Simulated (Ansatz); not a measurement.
## Geometry relaxation, with input and output: WN$_{2}$H$_{2}$F$_{2}$

WN$_{2}$H$_{2}$F$_{2}$ (W(NH)2F2), computed with RKS PBE-D4/def2-SVP (Ansatz 0.2.0).

The geometry: GFN2-xTB start.

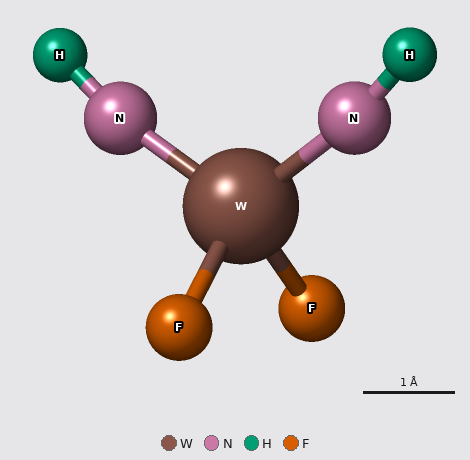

Fig. 1: The structure as given in the input (ball-and-stick view, seen at a tilt). Sticks mark near contacts.

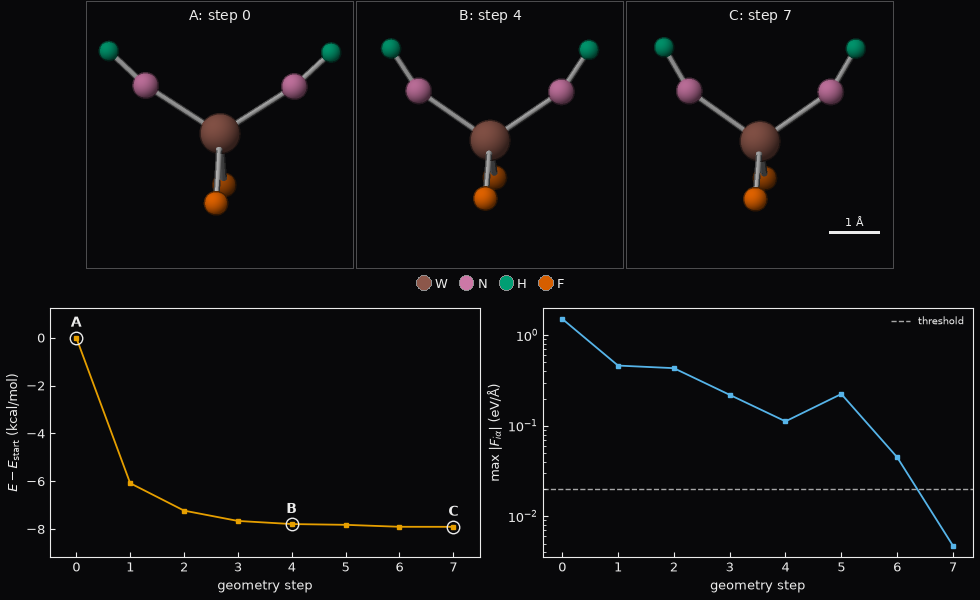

Fig. 2: Frames of the relaxation (ball-and-stick view, seen on its broad side) above the curves, on which the letters mark them (the first geometry is step 0 here and step 1 in the log).

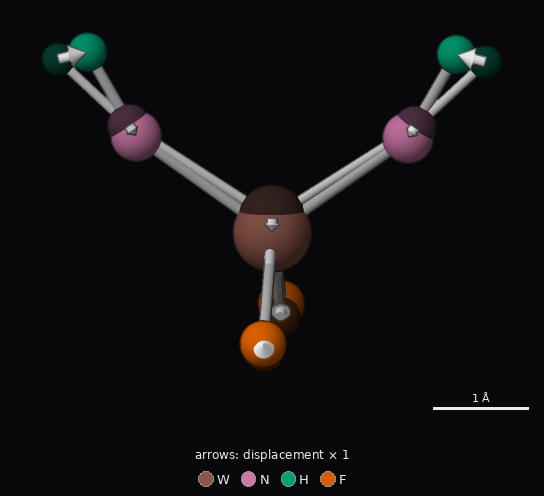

Fig. 3: Start (faint) and end (solid) with the displacements as white arrows, at true length (ball-and-stick view, seen on its broad side). The two geometries are laid on each other by the best rigid fit. The largest moves after the best rigid fit, 0.32 Å, are those of H3 and H5. By element the largest moves are H 0.32 Å, F 0.24 Å, W 0.16 Å, N 0.13 Å. Among the contacts that change: W1–N2 1.794 → 1.758 Å, W1–F6 1.876 → 1.889 Å. Among the angles that change: F6–W1–F7 97.6° → 118.4°, W1–N4–H5 169.6° → 155.3°, N2–W1–N4 114.4° → 109.3°. After 7 geometry steps the energy has fallen by 7.90 kcal/mol. Largest force component: 1.5 eV/Å at the start, 0.0047 eV/Å at the end. (Atoms are counted from 1 in the order of the input.)

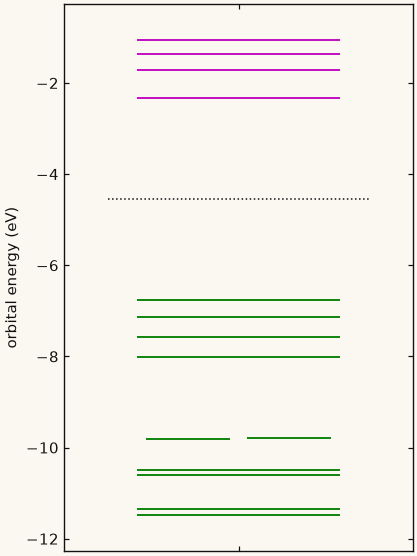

Fig. 4: Orbital energies near the frontier; the dotted line parts filled from empty levels, and levels within 0.02 eV of each other stand side by side. Highest filled −6.77 eV, lowest empty −2.34 eV, 4.43 eV apart.

The input that produced these results follows, with the program's output.

### Input file
```yaml
crystal:
  periodic: [false, false, false]
  atoms:
    - {symbol: W, position_ang: [-0.329080, 0.005790, -0.230300]}
    - {symbol: N, position_ang: [-0.400160, -0.012540, 1.562390]}
    - {symbol: H, position_ang: [-0.256740, -0.024650, 2.573880]}
    - {symbol: N, position_ang: [1.332600, -0.005270, -0.907220]}
    - {symbol: H, position_ang: [2.332830, -0.014480, -1.115920]}
    - {symbol: F, position_ang: [-1.323420, 1.436850, -0.926110]}
    - {symbol: F, position_ang: [-1.356040, -1.385690, -0.956730]}
basis:
  gaussian: {orbitals: def2-SVP}
hamiltonian: {xc: pbe, dispersion: d4}
scf: {omitted_lower_state_checks: [starts]}
output: {orbitals: {seedname: orbitals}}
relax: {f_tol: 0.02, max_steps: 100}
```

Command:
```bash
ansatz run in.yaml --threads 4 --pin off --events-out ev --progress --plain --max-ram 3916MiB
```

### The program's output
```
Functional definition: PBE
  name "PBE"
  cite "Perdew, Burke & Ernzerhof, Phys. Rev. Lett. 77, 3865 (1996) doi:10.1103/PhysRevLett.77.3865"
  parent pbe
  parameter kappa = 0.804
  parameter beta = 0.06672455060314922
  exchange = pbe_x(kappa = kappa, mu = beta*pi^2/3)
  correlation = pbe_c(beta = beta)
these checks for a lower state are left out or cut short: starts
1063 factors; their error is unknown
mean field evaluation 1: about -10237.2217 eV, gradient 1.1e2 eV
mean field evaluation 2: about -9970.6976 eV, gradient 2.9e2 eV
mean field evaluation 4: about -10260.0694 eV, gradient 3.7e1 eV
mean field evaluation 8: about -10262.3629 eV, gradient 1.6e0 eV
mean field evaluation 16: about -10262.3033 eV, gradient 1.0e-2 eV
mean field -10262.30332151 eV, -377.1326910266 hartree, gradient 1.3e-5 eV, S^2 0.000000; 0 other end points of the search recorded, 0 dependent functions left out
the calculation of the forces begins
reference -10262.30338588 eV, -377.1326933922 hartree; 24, 24 occupied and 74, 74 virtual orbitals, 1063 factors
relax step   1: F+E_penalty+E_count = -10262.45506269 eV  Δ(F+E_penalty+E_count) = +0.000e0 eV  max|allowed force component| = 1.517e0 eV/Å  Δτ_max = 0.0000 Å  (31 SCF iters, accepted)
these checks for a lower state are left out or cut short: starts, cluster_reference, orbital_swaps, neighbouring_geometries, increment
1063 factors; their error is unknown
mean field -10262.56495999 eV, -377.1423060633 hartree, gradient 2.3e-5 eV, S^2 0.000000; 0 other end points of the search recorded, 0 dependent functions left out
the calculation of the forces begins
reference -10262.56502536 eV, -377.1423084657 hartree; 24, 24 occupied and 74, 74 virtual orbitals, 1063 factors
relax step   2: F+E_penalty+E_count = -10262.71873200 eV  Δ(F+E_penalty+E_count) = -2.637e-1 eV  max|allowed force component| = 4.622e-1 eV/Å  Δτ_max = 0.1737 Å  (37 SCF iters, accepted)
these checks for a lower state are left out or cut short: starts, cluster_reference, orbital_swaps, neighbouring_geometries, increment
1063 factors; their error is unknown
mean field evaluation 32: about -10262.6783 eV, gradient 3.4e-1 eV
mean field -10262.61375291 eV, -377.1440991701 hartree, gradient 2.0e-5 eV, S^2 0.000000; 0 other end points of the search recorded, 0 dependent functions left out
the calculation of the forces begins
reference -10262.61381856 eV, -377.1441015827 hartree; 24, 24 occupied and 74, 74 virtual orbitals, 1063 factors
relax step   3: F+E_penalty+E_count = -10262.76843638 eV  Δ(F+E_penalty+E_count) = -4.970e-2 eV  max|allowed force component| = 4.327e-1 eV/Å  Δτ_max = 0.0833 Å  (39 SCF iters, accepted)
these checks for a lower state are left out or cut short: starts, cluster_reference, orbital_swaps, neighbouring_geometries, increment
1063 factors; their error is unknown
mean field -10262.63271974 eV, -377.1447961882 hartree, gradient 2.4e-5 eV, S^2 0.000000; 0 other end points of the search recorded, 0 dependent functions left out
the calculation of the forces begins
reference -10262.63278532 eV, -377.1447985983 hartree; 24, 24 occupied and 74, 74 virtual orbitals, 1063 factors
relax step   4: F+E_penalty+E_count = -10262.78713365 eV  Δ(F+E_penalty+E_count) = -1.870e-2 eV  max|allowed force component| = 2.196e-1 eV/Å  Δτ_max = 0.0453 Å  (33 SCF iters, accepted)
these checks for a lower state are left out or cut short: starts, cluster_reference, orbital_swaps, neighbouring_geometries, increment
1063 factors; their error is unknown
mean field -10262.63834602 eV, -377.1450029502 hartree, gradient 2.1e-5 eV, S^2 0.000000; 0 other end points of the search recorded, 0 dependent functions left out
the calculation of the forces begins
reference -10262.63841170 eV, -377.1450053637 hartree; 24, 24 occupied and 74, 74 virtual orbitals, 1063 factors
relax step   5: F+E_penalty+E_count = -10262.79280360 eV  Δ(F+E_penalty+E_count) = -5.670e-3 eV  max|allowed force component| = 1.118e-1 eV/Å  Δτ_max = 0.0301 Å  (31 SCF iters, accepted)
these checks for a lower state are left out or cut short: starts, cluster_reference, orbital_swaps, neighbouring_geometries, increment
1063 factors; their error is unknown
mean field -10262.63917659 eV, -377.1450334729 hartree, gradient 1.8e-5 eV, S^2 0.000000; 0 other end points of the search recorded, 0 dependent functions left out
the calculation of the forces begins
reference -10262.63924201 eV, -377.1450358771 hartree; 24, 24 occupied and 74, 74 virtual orbitals, 1063 factors
relax step   6: F+E_penalty+E_count = -10262.79417825 eV  Δ(F+E_penalty+E_count) = -1.375e-3 eV  max|allowed force component| = 2.243e-1 eV/Å  Δτ_max = 0.1034 Å  (31 SCF iters, accepted)
these checks for a lower state are left out or cut short: starts, cluster_reference, orbital_swaps, neighbouring_geometries, increment
1063 factors; their error is unknown
mean field evaluation 64: about -10262.6430 eV, gradient 1.3e-3 eV
mean field -10262.64295642 eV, -377.1451723790 hartree, gradient 2.0e-5 eV, S^2 0.000000; 0 other end points of the search recorded, 0 dependent functions left out
the calculation of the forces begins
reference -10262.64302201 eV, -377.1451747897 hartree; 24, 24 occupied and 74, 74 virtual orbitals, 1063 factors
relax step   7: F+E_penalty+E_count = -10262.79774113 eV  Δ(F+E_penalty+E_count) = -3.563e-3 eV  max|allowed force component| = 4.492e-2 eV/Å  Δτ_max = 0.0315 Å  (32 SCF iters, accepted)
these checks for a lower state are left out or cut short: starts, cluster_reference, orbital_swaps, neighbouring_geometries, increment
1063 factors; their error is unknown
mean field -10262.64301809 eV, -377.1451746455 hartree, gradient 2.1e-5 eV, S^2 0.000000; 0 other end points of the search recorded, 0 dependent functions left out
the calculation of the forces begins
reference -10262.64308370 eV, -377.1451770568 hartree; 24, 24 occupied and 74, 74 virtual orbitals, 1063 factors
relax step   8: F+E_penalty+E_count = -10262.79781925 eV  Δ(F+E_penalty+E_count) = -7.812e-5 eV  max|allowed force component| = 4.729e-3 eV/Å  Δτ_max = 0.0045 Å  (32 SCF iters, accepted)
these checks for a lower state are left out or cut short: starts
1063 factors; their error is unknown
mean field -10262.64301809 eV, -377.1451746455 hartree, gradient 2.4e-5 eV, S^2 0.000000; 0 other end points of the search recorded, 0 dependent functions left out
the calculation of the forces begins
reference -10262.64308370 eV, -377.1451770568 hartree; 24, 24 occupied and 74, 74 virtual orbitals, 1063 factors
Total energy: -10262.79788486 eV, -377.1508658944 hartree
Atom 0 at    -0.457084     0.008650    -0.320879 Å, force     0.000354     0.000680     0.000138 eV/Å
Atom 1 at    -0.448011    -0.010439     1.436875 Å, force     0.001723    -0.000161     0.002371 eV/Å
Atom 2 at    -0.015130    -0.025354     2.364557 Å, force    -0.001932     0.000028    -0.004332 eV/Å
Atom 3 at     1.199281    -0.003870    -0.909456 Å, force     0.002740    -0.000249     0.000830 eV/Å
Atom 4 at     2.218882    -0.016486    -0.817500 Å, force    -0.004729     0.000057    -0.000330 eV/Å
Atom 5 at    -1.230376     1.646119    -0.859219 Å, force     0.000855    -0.003030     0.000627 eV/Å
Atom 6 at    -1.267572    -1.598609    -0.894388 Å, force     0.000989     0.002675     0.000696 eV/Å
Dipole moment:     0.405255    -0.007713     0.284476 e Å
Checks for a lower state left out: starts
```

### Trajectory as extended XYZ (Å, eV, eV/Å), 8 frames, from step=1 to step=8
```
7
Properties=species:S:1:pos:R:3:forces:R:3 step=1 energy=-10262.45506
W    -0.3291    0.0058   -0.2303    0.8310   0.0033   0.5652
N    -0.4002   -0.0125    1.5624   -0.2118   0.0179  -1.5170
H    -0.2567   -0.0246    2.5739    0.2779  -0.0031  -0.0304
N     1.3326   -0.0053   -0.9072   -1.4983   0.0110   0.3211
H     2.3328   -0.0145   -1.1159    0.0606  -0.0033   0.2735
F    -1.3234    1.4368   -0.9261    0.2806   0.4940   0.2028
F    -1.3560   -1.3857   -0.9567    0.2601  -0.5197   0.1848
7
Properties=species:S:1:pos:R:3:forces:R:3 step=2 energy=-10262.71873
W    -0.4079    0.0080   -0.2863    0.1912  -0.0102   0.1344
N    -0.3992   -0.0113    1.4753   -0.4622   0.0064  -0.0350
H    -0.1605   -0.0252    2.4736    0.2116   0.0007  -0.2634
N     1.2518   -0.0050   -0.8770   -0.1848   0.0084  -0.4227
H     2.2720   -0.0152   -0.9910   -0.1791  -0.0016   0.2884
F    -1.2602    1.5917   -0.8805    0.2100  -0.0869   0.1477
F    -1.2959   -1.5430   -0.9141    0.2133   0.0832   0.1506
7
Properties=species:S:1:pos:R:3:forces:R:3 step=3 energy=-10262.76844
W    -0.4282    0.0081   -0.3006   -0.2537   0.0067  -0.1776
N    -0.4356   -0.0107    1.4507   -0.1968  -0.0030   0.4327
H    -0.1403   -0.0247    2.4325    0.1454   0.0003  -0.1747
N     1.2165   -0.0040   -0.9028    0.3409  -0.0010  -0.3316
H     2.2403   -0.0153   -0.9581   -0.1156  -0.0005   0.1956
F    -1.2079    1.6448   -0.8433    0.0389  -0.1000   0.0267
F    -1.2449   -1.5982   -0.8785    0.0409   0.0975   0.0288
7
Properties=species:S:1:pos:R:3:forces:R:3 step=4 energy=-10262.78713
W    -0.4398    0.0084   -0.3088    0.2196  -0.0046   0.1540
N    -0.4493   -0.0106    1.4522   -0.0900   0.0024  -0.1380
H    -0.0990   -0.0249    2.4139    0.0955  -0.0005  -0.0620
N     1.2133   -0.0039   -0.9161   -0.1604   0.0021  -0.0372
H     2.2368   -0.0157   -0.9130   -0.0260  -0.0008   0.1106
F    -1.2125    1.6444   -0.8466   -0.0196   0.0016  -0.0138
F    -1.2496   -1.5976   -0.8817   -0.0192  -0.0002  -0.0135
7
Properties=species:S:1:pos:R:3:forces:R:3 step=5 energy=-10262.79280
W    -0.4408    0.0084   -0.3095   -0.0409   0.0002  -0.0290
N    -0.4541   -0.0105    1.4498    0.0567  -0.0009   0.0403
H    -0.0716   -0.0252    2.4014    0.0150   0.0010  -0.1118
N     1.2094   -0.0039   -0.9197    0.0570  -0.0009   0.0399
H     2.2343   -0.0160   -0.8830   -0.1001   0.0006   0.0520
F    -1.2201    1.6409   -0.8520    0.0060  -0.0090   0.0042
F    -1.2571   -1.5938   -0.8870    0.0062   0.0090   0.0044
7
Properties=species:S:1:pos:R:3:forces:R:3 step=6 energy=-10262.79418
W    -0.4709    0.0088   -0.3306    0.2243   0.0007   0.1561
N    -0.4403   -0.0104    1.4261   -0.0333  -0.0021   0.1703
H     0.0162   -0.0255    2.3467   -0.0829   0.0026  -0.1531
N     1.1917   -0.0038   -0.8985    0.1463  -0.0017  -0.0890
H     2.2127   -0.0168   -0.7820   -0.1707   0.0024  -0.0257
F    -1.2361    1.6497   -0.8632   -0.0407   0.0626  -0.0282
F    -1.2734   -1.6020   -0.8985   -0.0431  -0.0645  -0.0304
7
Properties=species:S:1:pos:R:3:forces:R:3 step=7 energy=-10262.79774
W    -0.4585    0.0088   -0.3219    0.0129  -0.0015   0.0090
N    -0.4478   -0.0104    1.4360    0.0150  -0.0001   0.0300
H    -0.0109   -0.0254    2.3628   -0.0221   0.0006  -0.0399
N     1.1985   -0.0039   -0.9089    0.0330   0.0000   0.0038
H     2.2187   -0.0166   -0.8130   -0.0449   0.0006  -0.0072
F    -1.2315    1.6468   -0.8599    0.0030  -0.0081   0.0020
F    -1.2685   -1.5992   -0.8950    0.0031   0.0086   0.0022
7
Properties=species:S:1:pos:R:3:forces:R:3 step=8 energy=-10262.79782
W    -0.4571    0.0086   -0.3209    0.0004   0.0007   0.0001
N    -0.4480   -0.0104    1.4369    0.0017  -0.0002   0.0024
H    -0.0151   -0.0254    2.3646   -0.0019   0.0000  -0.0043
N     1.1993   -0.0039   -0.9095    0.0027  -0.0002   0.0008
H     2.2189   -0.0165   -0.8175   -0.0047   0.0001  -0.0003
F    -1.2304    1.6461   -0.8592    0.0009  -0.0030   0.0006
F    -1.2676   -1.5986   -0.8944    0.0010   0.0027   0.0007
```

### Key numbers

```json
{"quantity": "outcome", "value": "converged"}
{"quantity": "total energy", "value": "−10262.7979 eV"}
{"quantity": "mean-field energy", "value": "−10262.6431 eV"}
{"quantity": "dispersion energy", "value": "−0.1548 eV"}
{"quantity": "SCF solution under orbital rotations", "value": "stable"}
{"quantity": "HOMO", "value": "−6.77 eV"}
{"quantity": "LUMO", "value": "−2.34 eV"}
{"quantity": "largest force (length of the vector) at the end", "value": "0.005 eV/Å"}
{"quantity": "dipole moment", "value": "2.38 D"}
{"quantity": "hardware", "value": "4 threads of Arm Neoverse V2, 23 GiB of memory available, shared host"}
{"quantity": "wall time", "value": "10 s (CPU time 34 s)"}
{"quantity": "peak memory", "value": "0.15 GiB"}
```
